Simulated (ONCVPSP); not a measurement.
Fe: pseudopotential generation

Iron (Fe, Z = 26), core [Ne], reference valence 3s2 3p6 3d6 4s1 (an ion of charge +1), valence charge 16. Computed at this level: ONCV potential, BLYP, scalar-relativistic, made with ONCVPSP 4.0.1.

**Summary**

- outcome: generated
- cutoffs needed: 102 Ha and 116 Ha (the cutoffs at which the residual kinetic energy of the hardest occupied pseudo-wave falls to 1 and 0.1 mHa per electron)
- ghost test: no bound ghost flagged; no localised positive-energy state flagged (flags above 300 eV left out)
- largest excitation error: -2.8 meV (all-electron minus pseudo) for 3s2 3p5 3d6 4s2, out of 4 test configurations
- rms error of d²Exc/dni dnj: 1.79 mHa without and 1.24 mHa with the model core
- range over which the phases arctan(r R′/R) at the test radius agree within 0.05 rad (a looser test near the poles than one of phase shifts): s: over the whole range computed; p: up to about 1.7 Ha; d: over the whole range computed; f: over the whole range computed
- hardware: 1 CPU thread, shared host
- wall time: 4.7 s

**The input**
```
# ATOM AND REFERENCE CONFIGURATION
# atsym  z   nc   nv     iexc    psfile
  Fe 26.00    3    4  -106131      upf
#
#   n    l    f
    1    0    2.00
    2    0    2.00
    2    1    6.00
    3    0    2.00
    3    1    6.00
    3    2    6.00
    4    0    1.00
#
# PSEUDOPOTENTIAL AND OPTIMIZATION
# lmax
    3
#
#   l,   rc,      ep,       ncon, nbas, qcut
    0    1.10    0.00    4    8   11.00
    1    1.25    0.00    4    7   11.40
    2    0.95    0.00    4    9   16.80
    3    1.10    0.04    4    7    9.30
#
# LOCAL POTENTIAL
# lloc, lpopt,  rc(5),   dvloc0
    4    5    0.75   -1.00
#
# VANDERBILT-KLEINMAN-BYLANDER PROJECTORs
# l, nproj, debl
    0    3    3.90
    1    1    1.20
    2    3    2.50
    3    2    3.10
#
# MODEL CORE CHARGE
# icmod, fcfact, rcfact
    3    4.75    1.25
#
# LOG DERIVATIVE ANALYSIS
# epsh1, epsh2, depsh
   -5.00    5.00    0.04
#
# OUTPUT GRID
# rlmax, drl
    6.00    0.01
#
# TEST CONFIGURATIONS
# ncnf
    4
# nvcnf
#   n    l    f
    4
    3    0    2.00
    3    1    6.00
    3    2    6.00
    4    0    2.00
#
    4
    3    0    2.00
    3    1    6.00
    3    2    6.00
    4    0    0.00
#
    4
    3    0    2.00
    3    1    6.00
    3    2    5.00
    4    0    0.00
#
    4
    3    0    2.00
    3    1    5.00
    3    2    6.00
    4    0    2.00
#
```

Command:
```bash
oncvpsp.x < Fe.dat > Fe.out
```

**Output (extracts)**
```
ONCVPSP  (Optimized Norm-Conservinng Vanderbilt PSeudopotential)
scalar-relativistic version 4.0.1

#   n    l    f        energy (Ha)
    1    0    2.00    -2.5760820E+02
    2    0    2.00    -3.0437702E+01
    2    1    6.00    -2.5989690E+01
    3    0    2.00    -3.7600472E+00
    3    1    6.00    -2.5149353E+00
    3    2    6.00    -5.8466819E-01
    4    0    1.00    -4.5611210E-01

Reference configufation results
  iterations    37
  all-electron total energy (Ha)   -1.27245302D+03

Begin loop to  construct optimized pseudo wave functions
and semi-local pseudopoentials for all angular momenta

   Wellstate for l =  0  n =  6
     eigenvalue =   3.4439
     asymptotic potential =   3.9439
     half-point radius =  2.8648

Calculating optimized projector #   1

 for l=   0

    Fraction of norm inside rc  0.842383
    Optimizing pswf for qcut=  10.99 a_B^-1,  ecut=  60.39 Ha
    Residual kinetic energy error=  5.46D-06 Ha

    Energy error per electron        Cutoff
         Ha          eV             Ha
         0.01000     0.27211       35.14
         0.00100     0.02721       44.86
         0.00010     0.00272       52.01
         0.00001     0.00027       58.57

Calculating optimized projector #   2

 for l=   0

    Fraction of norm inside rc  0.036883
    Optimizing pswf for qcut=  10.99 a_B^-1,  ecut=  60.39 Ha
    Residual kinetic energy error=  1.86D-06 Ha

    Energy error per electron        Cutoff
         Ha          eV             Ha
         0.01000     0.27211       24.98
         0.00100     0.02721       38.29
         0.00010     0.00272       47.98
         0.00001     0.00027       55.42

Calculating optimized projector #   3

 for l=   0

    Fraction of norm inside rc  0.031497
    Optimizing pswf for qcut=  10.99 a_B^-1,  ecut=  60.39 Ha
    Residual kinetic energy error=  8.09D-06 Ha

    Energy error per electron        Cutoff
         Ha          eV             Ha
         0.01000     0.27211       29.62
         0.00100     0.02721       42.70
         0.00010     0.00272       52.03
         0.00001     0.00027       59.69

Calculating optimized projector #   1

 for l=   1

    Fraction of norm inside rc  0.871443
    Optimizing pswf for qcut=  11.40 a_B^-1,  ecut=  64.95 Ha
    Residual kinetic energy error=  4.77D-08 Ha

    Energy error per electron        Cutoff
         Ha          eV             Ha
         0.01000     0.27211       27.16
         0.00100     0.02721       35.48
         0.00010     0.00272       42.98
         0.00001     0.00027       49.73

   Wellstate for l =  2  n =  5
     eigenvalue =   1.9153
     asymptotic potential =   2.4153
     half-point radius =  3.1638

   Wellstate for l =  2  n =  5
     eigenvalue =   4.4153
     asymptotic potential =   4.9153
     half-point radius =  2.1121

Calculating optimized projector #   1

 for l=   2

    Fraction of norm inside rc  0.488910
    Optimizing pswf for qcut=  16.81 a_B^-1,  ecut= 141.31 Ha
    Residual kinetic energy error=  6.56D-07 Ha

    Energy error per electron        Cutoff
         Ha          eV             Ha
         0.01000     0.27211       82.53
         0.00100     0.02721      101.51
         0.00010     0.00272      116.50
         0.00001     0.00027      128.16

Calculating optimized projector #   2

 for l=   2

    Fraction of norm inside rc  0.055746
    Optimizing pswf for qcut=  16.81 a_B^-1,  ecut= 141.31 Ha
    Residual kinetic energy error=  4.91D-07 Ha

    Energy error per electron        Cutoff
         Ha          eV             Ha
         0.01000     0.27211       72.00
         0.00100     0.02721       94.83
         0.00010     0.00272      112.73
         0.00001     0.00027      126.75

Calculating optimized projector #   3

 for l=   2

    Fraction of norm inside rc  0.055228
    Optimizing pswf for qcut=  16.81 a_B^-1,  ecut= 141.31 Ha
    Residual kinetic energy error=  2.49D-06 Ha

    Energy error per electron        Cutoff
         Ha          eV             Ha
         0.01000     0.27211       81.48
         0.00100     0.02721      103.86
         0.00010     0.00272      121.47
         0.00001     0.00027      134.12

   Wellstate for l =  3  n =  4
     eigenvalue =   0.0400
     asymptotic potential =   0.5400
     half-point radius = 15.0729

   Wellstate for l =  3  n =  5
     eigenvalue =   3.1400
     asymptotic potential =   3.6400
     half-point radius =  2.7244

Calculating optimized projector #   1

 for l=   3

    Fraction of norm inside rc  0.000030
    Optimizing pswf for qcut=   9.28 a_B^-1,  ecut=  43.10 Ha
    Residual kinetic energy error=  9.21D-08 Ha

    Energy error per electron        Cutoff
         Ha          eV             Ha
         0.01000     0.27211        0.71
         0.00100     0.02721        1.61
         0.00010     0.00272        4.70
         0.00001     0.00027       14.34

Calculating optimized projector #   2

 for l=   3

    Fraction of norm inside rc  0.057660
    Optimizing pswf for qcut=   9.28 a_B^-1,  ecut=  43.10 Ha
    Residual kinetic energy error=  6.28D-04 Ha

    Energy error per electron        Cutoff
         Ha          eV             Ha
         0.01000     0.27211       25.70
         0.00100     0.02721       40.73
         0.00010     0.00272       53.62
         0.00001     0.00027      102.37

Construct Vanderbilt / Kleinmman-Bylander projectors

B matrix Hermiticity error, ll=   0
   1   2    3.6141E-04
   1   3    7.4290E-04
   2   3   -1.2725E-04

  Orthonormal projector coefficients  3.1332E+01  6.5061E+00  7.2009E-01

B matrix Hermiticity error, ll=   2
   1   2   -2.3242E-04
   1   3   -4.9748E-04
   2   3   -1.1409E-04

  Orthonormal projector coefficients -1.8408E+01 -7.2922E+00 -1.3720E+00

B matrix Hermiticity error, ll=   3
   1   2    1.1301E-06

  Orthonormal projector coefficients -1.5997E+01 -4.2471E+00

Model core correction analysis
  based on d2Exc/dn_idn_j

d2excae - all-electron derivatives

   -4.209467D-02   -3.889154D-02   -2.816018D-02   -2.946245D-03
   -3.889171D-02   -3.706007D-02   -2.766737D-02   -3.579475D-03
   -2.816056D-02   -2.766760D-02   -2.522311D-02   -8.921471D-03
   -2.945989D-03   -3.578897D-03   -8.918823D-03   -3.490595D-02

d2excps - pseudofunction derivatives with no core correction

   -4.264739D-02   -4.027786D-02   -3.141334D-02   -3.052681D-03
   -4.027798D-02   -3.839441D-02   -3.077277D-02   -3.729609D-03
   -3.141371D-02   -3.077299D-02   -2.740137D-02   -9.171465D-03
   -3.052377D-03   -3.729039D-03   -9.168827D-03   -3.491978D-02

rms 2nd derivative error    1.790955E-03

rmatch, rhocmatch    0.4070   47.2643

Teter function model core charge with specified parameters

d2excps - pseudofunction derivatives with core correction

   -4.111268D-02   -3.900598D-02   -3.047160D-02   -2.894985D-03
   -3.900611D-02   -3.736163D-02   -2.995591D-02   -3.597010D-03
   -3.047194D-02   -2.995613D-02   -2.668571D-02   -9.070307D-03
   -2.894727D-03   -3.596434D-03   -9.067663D-03   -3.490370D-02

rms 2nd derivative error    1.235686E-03

Pseudoatom total energy -123.408441

Diagnostic tests using Vanderbilt-Kleinman-Bylander pseudopotentials
  1 or more projectors used as specified by nproj input data

   l    rcore       rmatch      e in        delta e   norm test  slope test

   0   1.1053437   1.1389043  -3.7600472  -0.0000088   1.0001851   1.0001968
   0   1.1053437   1.1389043  -0.4561121   0.0000098   1.0000802   1.0000709
   0   1.1053437   1.1389043   3.4438879   0.0002128   1.0004892   1.0004892

   1   1.2532997   1.2913526  -2.5149353  -0.0000093   0.9999926   1.0000064

   2   0.9518046   0.9807035  -0.5846682  -0.0000400   1.0001070   0.9999613
   2   0.9518046   0.9807035   1.9153318  -0.0000755   1.0003441   1.0003441
   2   0.9518046   0.9807035   4.4153318   0.0000381   1.0004539   1.0004539

   3   1.1053437   1.1389043   0.0400000   0.0000889   1.0000902   1.0000902
   3   1.1053437   1.1389043   3.1400000   0.0001641   1.0002042   1.0002042

 Testing for bound ghosts
   n   l    E NL Schr. Eq   E Basis Diag.   E Cutoff

   1   0       -3.760056       -3.760007    285.95
   2   0       -0.456102       -0.157922    285.95

   2   1       -2.514945       -2.514885     98.93

   3   2       -0.584708       -0.547949    611.02

   4   3       -0.037651        1.221847    238.51

 Testing for highly-localized positive-energy ghosts
       l    <radius>/rc     E Basis Diag.   E Cutoff

       0        0.928046       28.717792    285.95  WARNING - GHOST(+)

Test configuration 0

   n   l     f        eae           eps        diff
   1   0  2.0000 -257.60819597
   2   0  2.0000  -30.43770217
   2   1  6.0000  -25.98968962
   3   0  2.0000   -3.76004725   -3.76005608   -8.83D-06
   3   1  6.0000   -2.51493527   -2.51494460   -9.33D-06
   3   2  6.0000   -0.58466819   -0.58470814   -4.00D-05
   4   0  1.0000   -0.45611210   -0.45610229    9.81D-06

    Total energies and differences
      AE_ref= -1.27245302D+03  AE_tst= -1.27245302D+03  dif=  0.00D+00
      PS_ref= -1.23408441D+02  PS_tst= -1.23408441D+02  dif=  7.11D-14
      PSP excitation error= -7.11D-14

Test configuration 1

   n   l     f        eae           eps        diff
   1   0  2.0000 -257.28995507
   2   0  2.0000  -30.12630096
   2   1  6.0000  -25.67770760
   3   0  2.0000   -3.44443659   -3.44454125   -1.05D-04
   3   1  6.0000   -2.19896818   -2.19910678   -1.39D-04
   3   2  6.0000   -0.27199639   -0.27196561    3.08D-05
   4   0  2.0000   -0.19192269   -0.19193052   -7.82D-06

    Total energies and differences
      AE_ref= -1.27245302D+03  AE_tst= -1.27277378D+03  dif= -3.21D-01
      PS_ref= -1.23408441D+02  PS_tst= -1.23729233D+02  dif= -3.21D-01
      PSP excitation error=  3.27D-05

Test configuration 2

   n   l     f        eae           eps        diff
   1   0  2.0000 -257.98148415
   2   0  2.0000  -30.80080595
   2   1  6.0000  -26.35365578
   3   0  2.0000   -4.12727461   -4.12717088    1.04D-04
   3   1  6.0000   -2.88220209   -2.88204207    1.60D-04
   3   2  6.0000   -0.94589126   -0.94603928   -1.48D-04

    Total energies and differences
      AE_ref= -1.27245302D+03  AE_tst= -1.27185101D+03  dif=  6.02D-01
      PS_ref= -1.23408441D+02  PS_tst= -1.22806406D+02  dif=  6.02D-01
      PSP excitation error= -2.67D-05

Test configuration 3

   n   l     f        eae           eps        diff
   1   0  2.0000 -258.69220879
   2   0  2.0000  -31.53440741
   2   1  6.0000  -27.08516955
   3   0  2.0000   -4.81238383   -4.81273436   -3.51D-04
   3   1  6.0000   -3.55838935   -3.55871375   -3.24D-04
   3   2  5.0000   -1.58757056   -1.58710606    4.65D-04

    Total energies and differences
      AE_ref= -1.27245302D+03  AE_tst= -1.27059324D+03  dif=  1.86D+00
      PS_ref= -1.23408441D+02  PS_tst= -1.21548673D+02  dif=  1.86D+00
      PSP excitation error=  7.81D-06

Test configuration 4

   n   l     f        eae           eps        diff
   1   0  2.0000 -258.04402146
   2   0  2.0000  -30.78704740
   2   1  6.0000  -26.34903340
   3   0  2.0000   -4.03693149   -4.03638689    5.45D-04
   3   1  5.0000   -2.78365245   -2.78233940    1.31D-03
   3   2  6.0000   -0.81753383   -0.81814770   -6.14D-04
   4   0  2.0000   -0.51936611   -0.51926495    1.01D-04

    Total energies and differences
      AE_ref= -1.27245302D+03  AE_tst= -1.27029417D+03  dif=  2.16D+00
      PS_ref= -1.23408441D+02  PS_tst= -1.21249491D+02  dif=  2.16D+00
      PSP excitation error= -1.02D-04
```

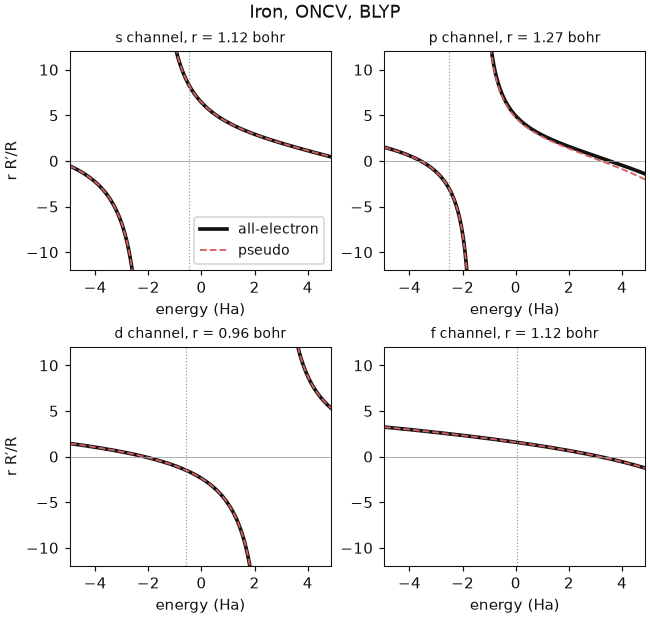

*Logarithmic derivatives r R′/R at the test radius against energy, all-electron atom (solid) and pseudo-atom (dashed). Here R(r) is the radial function. The dotted line marks the reference energy of the channel.*

- Zeros of the logarithmic derivative: s: all-electron nowhere, pseudo nowhere; p: all-electron -3.6 and 3.5 Ha, pseudo -3.6 and 3.2 Ha; d: all-electron -2.2 Ha, pseudo -2.2 Ha; f: all-electron 3.2 Ha, pseudo 3.2 Ha.
- Poles, where the radial function vanishes at the test radius: s: all-electron at -1.9 Ha, pseudo at -1.9 Ha; p: all-electron at -1.4 Ha, pseudo at -1.5 Ha; d: all-electron at 2.6 Ha, pseudo at 2.6 Ha; f: all-electron at no energy in the range, pseudo at no energy in the range.
- Ghost states: the plot shows none: pseudo and all-electron curves have the same branches in all channels drawn. The separate test gives: no bound ghost flagged; no localised positive-energy state flagged (flags above 300 eV left out).

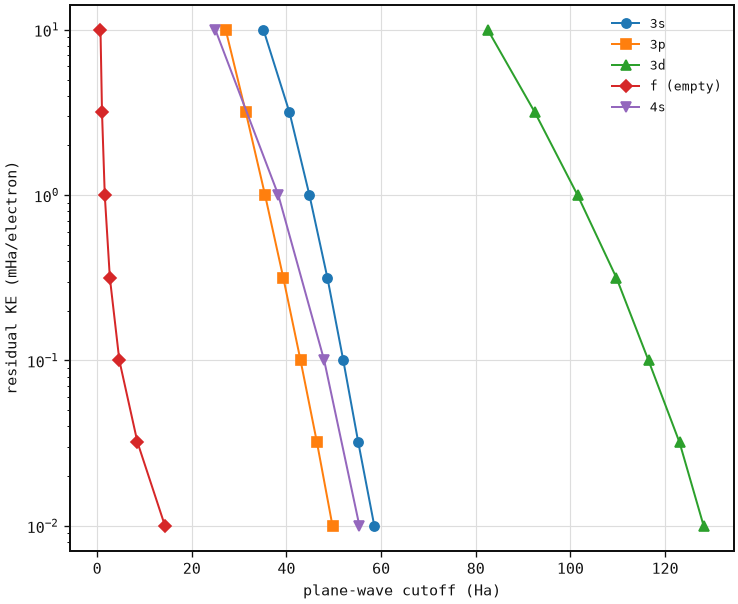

*Residual kinetic energy of the pseudo-waves (the first of each channel, and further valence shells) beyond the plane-wave cutoff, as the generator prints it.*

- Hardest wave at 1 mHa per electron: 3d, with rc = 0.95 bohr and qcut = 16.8 1/bohr. The optimisation minimises, but can't always remove, the kinetic energy above qcut²/2 = 141.1 Ha, and a larger rc would as a rule soften the wave at some cost in transferability.
- Cutoffs for 1 mHa per electron: 3d: 102 Ha; 3s: 45 Ha; 4s: 38 Ha; 3p: 35 Ha; f (empty): 1.6 Ha.
- Cutoffs for the occupied states: 102 Ha for 1 mHa and 116 Ha for 0.1 mHa per electron. The first is set by 3d.

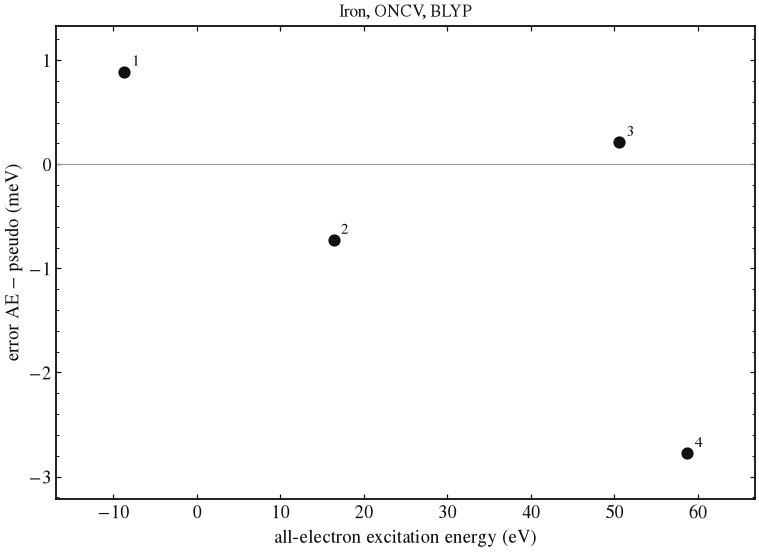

*Errors, all-electron minus pseudo, of the energies of valence configurations relative to the unpolarised reference 3s2 3p6 3d6 4s1. Points: 1 = 3s2 3p6 3d6 4s2; 2 = 3s2 3p6 3d6 4s0; 3 = 3s2 3p6 3d5 4s0; 4 = 3s2 3p5 3d6 4s2.*

- Worst configuration: 3s2 3p5 3d6 4s2 (charge +1): the error is -2.8 meV on an all-electron energy of +58.75 eV relative to the reference, or 0.0047 %.
- Configurations within 10 meV and within 50 meV: 4 and 4 of 4.
- Errors in meV: 3s2 3p6 3d6 4s2: +0.9; 3s2 3p6 3d6 4s0: -0.7; 3s2 3p6 3d5 4s0: +0.2; 3s2 3p5 3d6 4s2: -2.8.

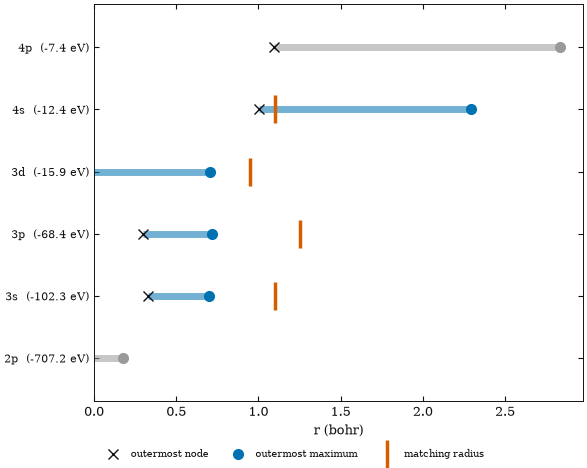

*Outer shells of the all-electron reference atom: each bar runs from the outermost node (or the nucleus) to the outermost maximum of u(r); the tick is the radius chosen for the pseudo-wave. Shells without a tick have no pseudo-wave of their own. Levels, nodes and maxima are from ld1.x, scalar-relativistic.*

- Radii against the shells: 3s: 1.10 bohr, outside the maximum; 3p: 1.25 bohr, outside the maximum; 3d: 0.95 bohr, outside the maximum; 4s: 1.10 bohr, between node and maximum.
